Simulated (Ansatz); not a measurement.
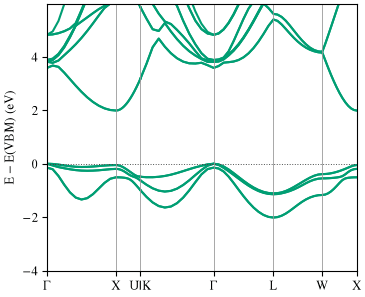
*Band structure from the program Ansatz at the PBEsol with spin–orbit coupling level (PAW)*

Q: Read off the gap and where the band edges lie.

A: About 2.0 eV (1.99 eV by a search for the band edges); maximum at Γ, minimum at X.

The material is BaS (rock salt, Fm-3m).

Symmetry was held in the PBEsol relaxation.

Potentials: the later of the program's two PAW sets.
